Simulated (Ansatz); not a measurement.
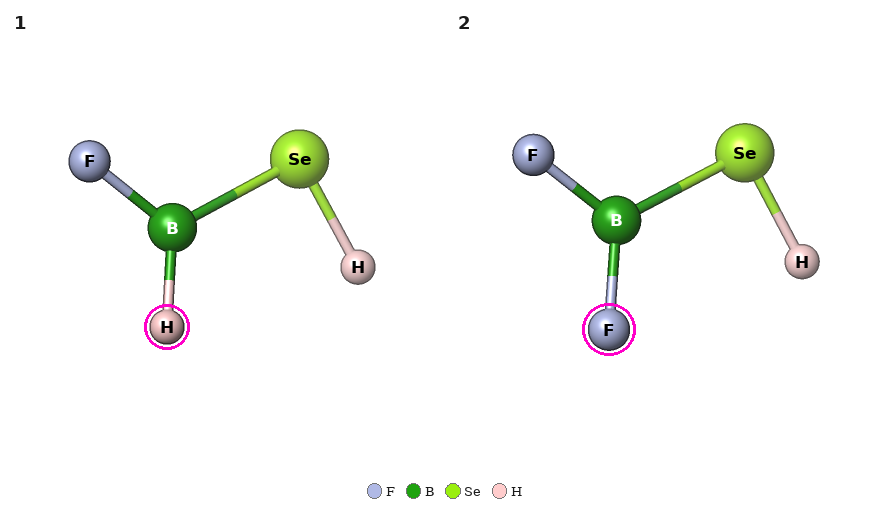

2 molecules with one skeleton, seen from the same side and at one scale; the atom that differs is circled. Each species is neutral and a spin singlet. Computed geometries: PBE0-D4/def2-TZVP optimisations, one conformation each. Properties computed with Ansatz 0.2.0.

One atom differs, called X below: H in panel 1, F in panel 2. Their formulas are BFH2Se (`FB[SeH]`), BF2HSe (`FB(F)[SeH]`).

> In which is the harmonic zero-point energy higher (PBE0-D4/def2-TZVP)?

In panel 1 (X = H).

> In which is the length of X–B larger (PBE0-D4/def2-TZVP)?

In panel 2 (X = F).

Give the values. With PBE0-D4/def2-TZVP: length of X–B (Å), angle F–B–X (°), harmonic zero-point energy (kJ/mol). With B3LYP-D4/def2-TZVPP: dipole moment (D), HOMO energy (Kohn–Sham orbital) (eV), HOMO–LUMO gap (eV).

```
                            quantity  1 (H)  2 (F)   2 − 1
                   length of X–B (Å)  1.193  1.317  +0.124
                     angle F–B–X (°)  119.8  118.4    −1.4
                   dipole moment (D)   1.28   1.12   −0.16
HOMO energy (Kohn–Sham orbital) (eV)  −7.55  −7.62   −0.07
                  HOMO–LUMO gap (eV)   6.49   7.22   +0.73
 harmonic zero-point energy (kJ/mol)   62.2   47.5   −14.7
```
